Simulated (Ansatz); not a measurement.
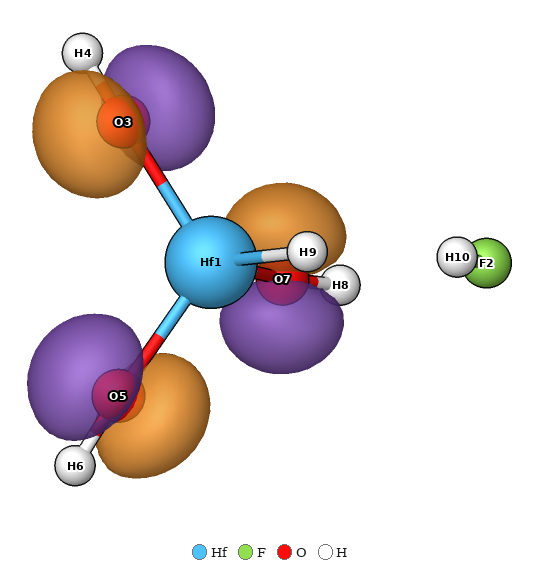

Figure. H4HfO3···HF. The HOMO−1 at ±0.15 Å⁻³ᐟ² (orange and purple are the two phases), seen across its widest extent.

Core potentials replace the inner electrons of Hf.

Theory: RKS PBE0-D4/def2-SVP (Ansatz 0.2.0).

Input file:

```
crystal:
  periodic: [false, false, false]
  atoms:
    - { symbol: Hf, position_ang: [0.0, 0.0, 0.0] }
    - { symbol: F, position_ang: [0.0, 0.0, 2.33] }
    - { symbol: O, position_ang: [1.952, 0.0, -0.6893] }
    - { symbol: H, position_ang: [2.2684, -0.9521, -0.806] }
    - { symbol: O, position_ang: [-0.975, 1.6891, -0.6893] }
    - { symbol: H, position_ang: [-1.9328, 1.4584, -0.9117] }
    - { symbol: O, position_ang: [-0.975, -1.6891, -0.6893] }
    - { symbol: H, position_ang: [-1.4296, -2.1548, 0.0831] }
    - { symbol: H, position_ang: [1.1276, 1.7004, 0.6779] }
    - { symbol: H, position_ang: [0.8196, 1.236, 1.7078] }
basis:
  gaussian: { orbitals: def2-SVP }
hamiltonian:
  xc: pbe0
  dispersion: d4
relax:
  f_tol: 0.15
  max_steps: 25
  restrain:
    - { distance: [0, 8], at: 1.85, k: 30.0 }
    - { distance: [9, 1], at: 0.92, k: 30.0 }
    - { distance: [0, 1], at: 3.18, k: 30.0 }
    - { distance: [9, 8], at: 1.86, k: 30.0 }
output:
  orbitals: {}
```

Run with:

```sh
ansatz run input.yaml --threads 2 --pin off --max-ram 3072MiB --backend cpu --events-out ev --progress --plain --runs-dir out
```

The fields are those of the run's last geometry, not of the input's.

Describe this orbital and give its energy.

Answer. Its weight (Hirshfeld) is mainly on O3 (about 30 %), O5 (about 30 %) and O7 (about 25 %); largely a combination of lone pairs on O3, O5 and O7. Its energy is −8.76 eV.
